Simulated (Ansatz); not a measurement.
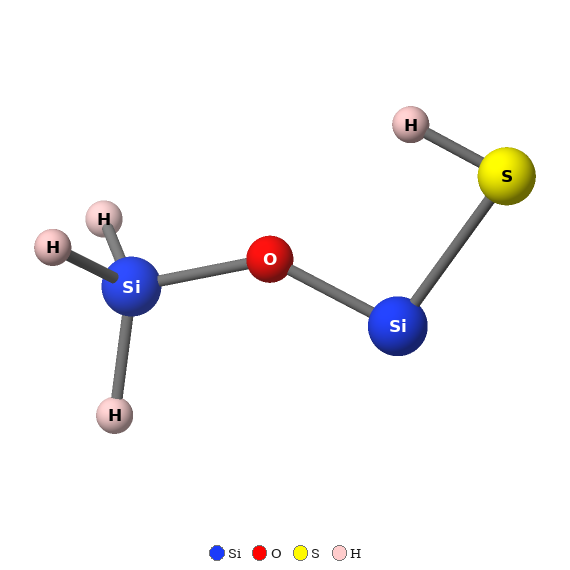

Source: calculation with Ansatz.

Ball-and-stick drawing of a structure.

Geometry: moved along internal coordinates away from the minimum.

Describe the molecule.

It has 8 atoms: 4 hydrogen, 1 oxygen, 1 sulfur and 2 silicon (H4OSSi2). Its SMILES string is `[SiH3]O[Si]S`. It has no ring. Among its groups: Si–H bond, Si–O bond. Coordination: 1 Si tetrahedral; 1 O bent; 1 Si bent; 1 S bent.
